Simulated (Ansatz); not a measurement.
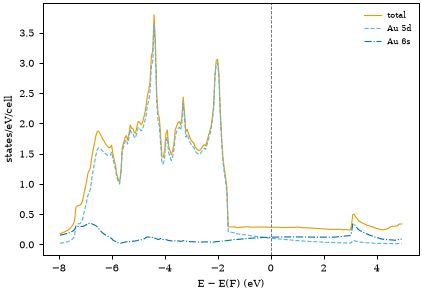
Total and projected density of states of Au (fcc (Cu type), space group No. 225), PBEsol (plane waves, PAW; program Ansatz)

### Question
Which orbitals carry the states next to the Fermi level?

### Answer
Within 0.5 eV of the Fermi level: Au 6s 42 %, Au 5d 37 %, outside the projected shells 21 %. Projections are on Löwdin-orthogonalised atomic valence shells; empty p or d shells of many metals are not among them.

### Question
Where is the tallest occupied peak in this window, and what makes it?

### Answer
Near -4.4 eV, about 3.8 states/eV per cell; the largest projected share is Au 5d.

Space group Fm-3m (fcc (Cu type)). The cell was relaxed with PBEsol under the symmetry of its start. Scalar-relativistic: spin–orbit coupling is off unless named, which matters more the heavier the elements.

Potentials: the earlier of the program's two PAW sets. The files were generated under PBE; for other functionals the program regenerates the frozen cores, and for LDA and PBEsol the local potential too.
